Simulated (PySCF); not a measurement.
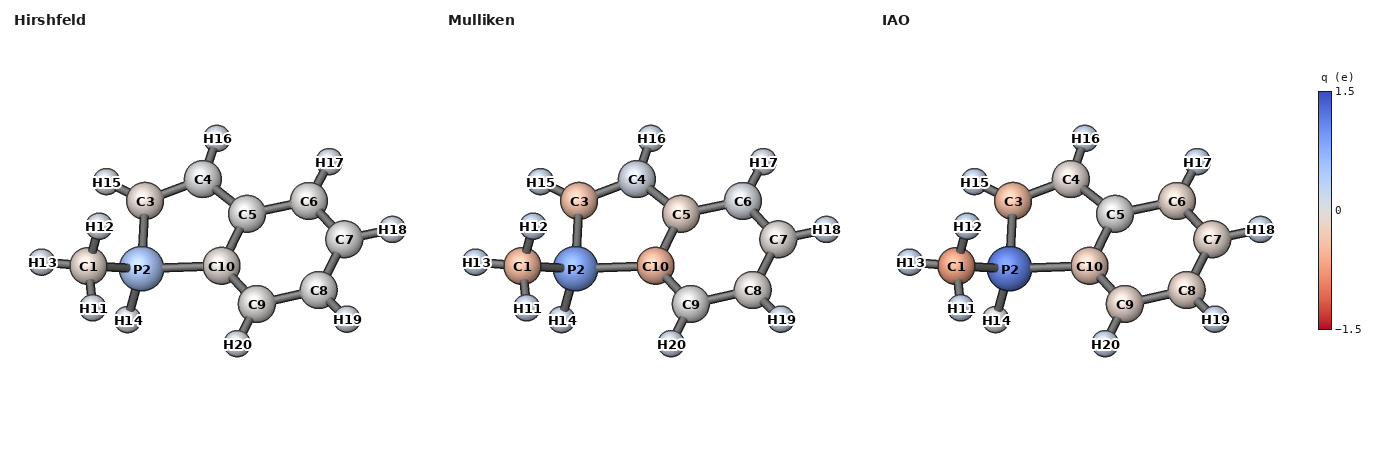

Atomic charges of one calculation by 3 schemes, on one colour scale. State: charge +1, singlet. The geometry was computed by an optimisation with GFN2-xTB. No frequency run is at hand to confirm it as a minimum. Method: PBE0/pcSseg-1 (PySCF 2.14.0).

Question: Which scheme gives the most polar picture (largest mean size of the charges)?

Answer: The IAO charges are the largest in size here, and the Hirshfeld charges the smallest.

Question: On which atom do the schemes disagree most?

Answer: On P2 (from 0.47 to 1.07 e).

List the charges (e), one line for each set of equivalent atoms.

| atom | Hirshfeld | Mulliken | IAO |
| --- | --- | --- | --- |
| C1 | −0.11 | −0.45 | −0.64 |
| P2 | 0.47 | 0.80 | 1.07 |
| C3 | −0.08 | −0.37 | −0.41 |
| C4 | 0.02 | 0.11 | −0.07 |
| C5 | 0.00 | −0.15 | 0.00 |
| C6 | −0.01 | 0.05 | −0.13 |
| C7 | 0.00 | −0.04 | −0.11 |
| C8 | −0.01 | −0.05 | −0.12 |
| C9 | −0.02 | 0.01 | −0.12 |
| C10 | −0.05 | −0.46 | −0.25 |
| H11 | 0.09 | 0.20 | 0.20 |
| H12 | 0.09 | 0.21 | 0.21 |
| H13 | 0.09 | 0.20 | 0.20 |
| H14 | 0.06 | 0.17 | 0.03 |
| H15 | 0.08 | 0.17 | 0.20 |
| H16 | 0.09 | 0.13 | 0.20 |
| H17 | 0.08 | 0.11 | 0.18 |
| H18 | 0.08 | 0.14 | 0.19 |
| H19 | 0.08 | 0.13 | 0.19 |
| H20 | 0.07 | 0.11 | 0.18 |

The geometry is semi-empirical. Around P such bond lengths and angles can be off by a tenth of an ångström or more and by several degrees, and values that hang on the shape move with them.
